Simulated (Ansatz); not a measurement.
# AlGaHCl (triplet): from Hartree-Fock to the top rungs, cc-pVDZ

Aim: climb from Hartree-Fock through coupled cluster and multireference methods for AlGaHCl (triplet) at one geometry and basis, and see what each rung misses.

Program: Ansatz 0.2.0, Gaussian basis. Level of theory: cc-pVDZ, core rule «outside noble gas», up to 24 orbitals frozen. These are calculated values, not measurements.

Plan: UHF; CCSD(T) on ROHF; CCSD(T) on UHF; BCCD(T) on ROHF; CISD as a restricted active space (open shells left free, so some higher excitations enter); CCSDT(Q) on ROHF; CCSDT(Q) on UHF; CASSCF and NEVPT2, 10 electrons in 10 orbitals.

21 further runs of the same task are left out: 1 for a known fault of the program, 7 that didn't finish, 13 set aside as unsound or not needed. Runs told in other sessions of the task aren't counted.

## Step 1: The geometry

The geometry is a PBE0/def2-TZVP stationary point (not a proven minimum) of the parent state, kept for this charge and spin. No spin-orbit coupling is included. The filled d shell of Ga may be among the frozen orbitals whatever the setting's name suggests.

4 atoms, charge 0, spin multiplicity 3.

Atoms are counted from 1 here; the program's logs count them from 0.

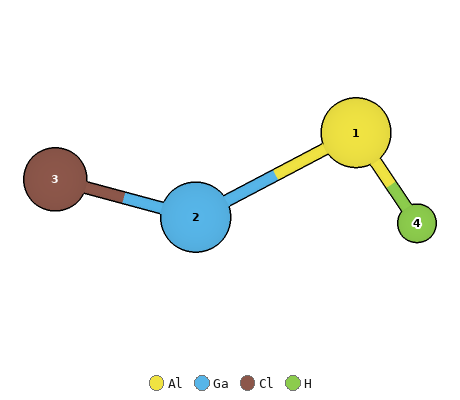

The structure; aluminium yellow, gallium blue, chlorine brown, hydrogen green; atoms are numbered from 1 in the order of the file.

## Step 2: UHF

in.yaml

```yaml
crystal:
  periodic: [false, false, false]
  atoms:
    - {symbol: Al, position_ang: [0.000000, -0.534823, 2.550449]}
    - {symbol: Ga, position_ang: [0.000000, 0.411320, -0.006530]}
    - {symbol: Cl, position_ang: [0.000000, -0.428549, -2.021345]}
    - {symbol: H, position_ang: [0.000000, 0.937760, 3.277007]}
basis:
  gaussian: {orbitals: cc-pVDZ}
magnetization: {spin_polarized: true, initial_magnetization: 2}
hamiltonian: {xc: hf}
output: {orbitals: {seedname: orbitals}}
```

Started as:

```
$ ansatz run in.yaml --threads 1 --pin off --events-out ev --progress --plain --max-ram 2393MiB
```

After this run come: CCSD(T) on ROHF; CCSD(T) on UHF; BCCD(T) on ROHF; CISD as a restricted active space (open shells left free, so some higher excitations enter); CCSDT(Q) on ROHF; CCSDT(Q) on UHF; CASSCF and NEVPT2, 10 electrons in 10 orbitals.

Q: Predict the results of all the runs planned. Wanted: UCCSDT(Q) from the RHF energy; RMP2 from UCCSDT(Q); UMP2 from UCCSDT(Q); RCCSD from UCCSDT(Q); RCCSD(T) from UCCSDT(Q); UCCSD(T) from UCCSDT(Q); RCCSDT(Q) from UCCSDT(Q); T1 diagnostic.

The runs gave:

| quantity | value |
| --- | --- |
| UCCSDT(Q) from the ROHF energy | -7.4196 eV |
| RMP2 from UCCSDT(Q) | +1266.2 meV |
| UMP2 from UCCSDT(Q) | +1275.5 meV |
| RCCSD from UCCSDT(Q) | +282.5 meV |
| RCCSD(T) from UCCSDT(Q) | +66.3 meV |
| UCCSD(T) from UCCSDT(Q) | +66.1 meV |
| RCCSDT(Q) from UCCSDT(Q) | +2.6 meV |
| levels within 1 kcal/mol (43 meV) | RCCSDT, UCCSDT, RCCSDT(Q) |
| T1 diagnostic | 0.030 |

What this shows: RCCSD(T) lands +66.3 meV from the yardstick (0.9 % of the correlation energy). These misses are within one basis, not against nature; the frozen cores of restricted and unrestricted runs differ, which can shift their rows.
